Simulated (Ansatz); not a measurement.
## Ligand exchange: H2 + Ge(OH)4 → H2O + GeH(OH)3

Species: H2 (hydrogen), singlet; Ge(OH)4, singlet; H2O (water) `O`, singlet; GeH(OH)3, singlet. The partners trade H for OH: H–H and Ge–OH bonds give way to H–OH and Ge–H.

Shapes, held fixed at every level: PBE0-D4/def2-TZVP. Flexible molecules stand in one conformer, not always the lowest. Programs: Ansatz 0.2.0. The zero-point and thermal change to 298 K, harmonic and unscaled (PBE0-D4/def2-TZVP), is +11.1 kJ/mol.

```
                level                   kind  ΔH(298 K) (kJ/mol)  less CCSD(T)/def2-TZVPP
          HF/def2-SVP           Hartree–Fock               +30.5                    -13.5
    PBE-D4/def2-TZVPP                    GGA               +36.2                     -7.8
  B3LYP-D4/def2-TZVPP          global hybrid               +39.3                     -4.7
r2SCAN0-D4/def2-TZVPP          global hybrid               +42.5                     -1.5
        CCSD/def2-SVP  coupled cluster or CI               +41.5                     -2.5
      CCSD/def2-TZVPP  coupled cluster or CI               +40.9                     -3.1
   CCSD(T)/def2-TZVPP  coupled cluster or CI               +44.0                      0.0
```

The highest level, CCSD(T)/def2-TZVPP, gives ΔH(298 K) = +44.0 kJ/mol; the levels span +30.5 to +44.0. The column of differences is taken from that level and isn't an error. No measured value is set beside it here. Relativity is left out for Ge. Outer-core shells of Ge are correlated in most correlated rows, in sets that cover them unevenly.

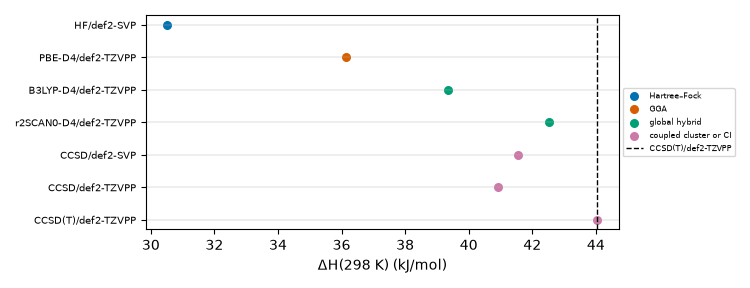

The values of the table, level by level.
